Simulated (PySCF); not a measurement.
Molecule: B(H)(Br)(Vi), SMILES C=CBBr (C₂H₄BBr), singlet. Atoms near the plane z = 0.0 Å, at the PBE0/def2-SVP optimised geometry (x, y, z in Å): B1 (-1.2, 0.5, 0.0), H2 (-1.8, 1.6, 0.0), Br3 (-2.2, -1.1, 0.0), C4 (0.3, 0.5, 0.0), C5 (1.1, -0.6, 0.0), H6 (0.9, 1.5, 0.0), H7 (2.2, -0.5, 0.0), H8 (0.7, -1.6, 0.0).

Method: PBE0/def2-TZVP in PySCF. Cells within 0.4 Å of a nucleus heavier than hydrogen are left out (blank, or x). The values are rescaled to run from 0 to 1.

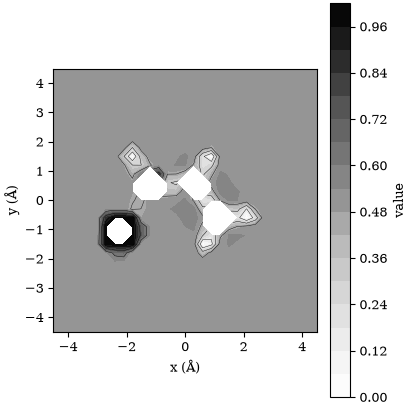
Fig. 1. a field on the plane z = 0.0 Å.

Q: Which quantity is mapped?
A. log10 of the electron density
B. electrostatic potential
C. an orbital amplitude
D. Laplacian of the electron density

A: D, Laplacian of the electron density. In full: Laplacian of the electron density (e/bohr⁵), clipped to [-1.50, 1.50].
